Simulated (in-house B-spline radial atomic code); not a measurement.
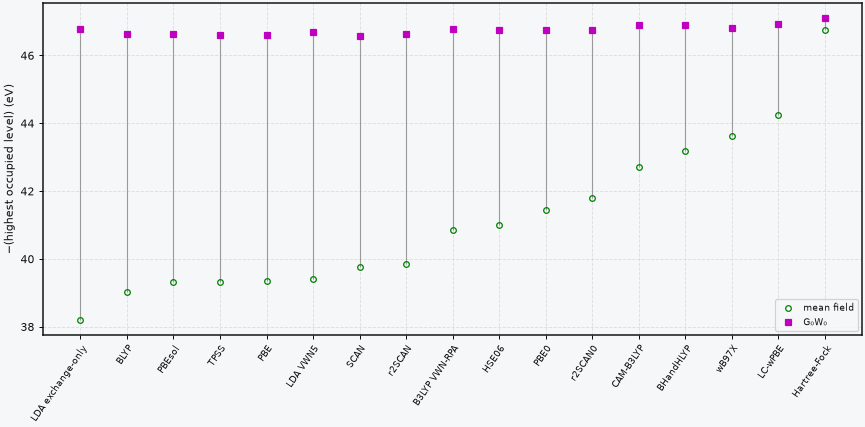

Binding energy of the highest level (4d↑) of Ru³⁺ ([Kr] 4d⁵) on 17 mean-field starts and after G₀W₀. All-electron spherical atom, non-relativistic, no spin-orbit coupling, Breit or QED terms; computed with a B-spline radial code.

How much does the result depend on the start?

Answer. The mean-field values spread from 38.20 eV (LDA exchange-only) to 46.76 eV (Hartree-Fock); after G₀W₀ they lie between 46.59 eV (SCAN) and 47.09 eV (Hartree-Fock), so the spread shrinks from 8.56 to 0.51 eV.

```tsv
Start	Mean field (eV)	G₀W₀ (eV)	RPA correlation (hartree)
LDA exchange-only	38.20	46.79	−3.058
BLYP	39.02	46.64	−3.056
PBEsol	39.32	46.63	−3.056
TPSS	39.33	46.61	−3.040
PBE	39.35	46.61	−3.054
LDA VWN5	39.41	46.68	−3.059
SCAN	39.77	46.59	−3.007
r2SCAN	39.83	46.62	−3.009
B3LYP VWN-RPA	40.86	46.77	−3.001
HSE06	41.00	46.75	−2.991
PBE0	41.43	46.76	−2.986
r2SCAN0	41.79	46.75	−2.956
CAM-B3LYP	42.72	46.91	−2.972
BHandHLYP	43.19	46.89	−2.924
wB97X	43.62	46.82	−2.958
LC-wPBE	44.24	46.94	−2.971
Hartree-Fock	46.76	47.09	−2.810
```
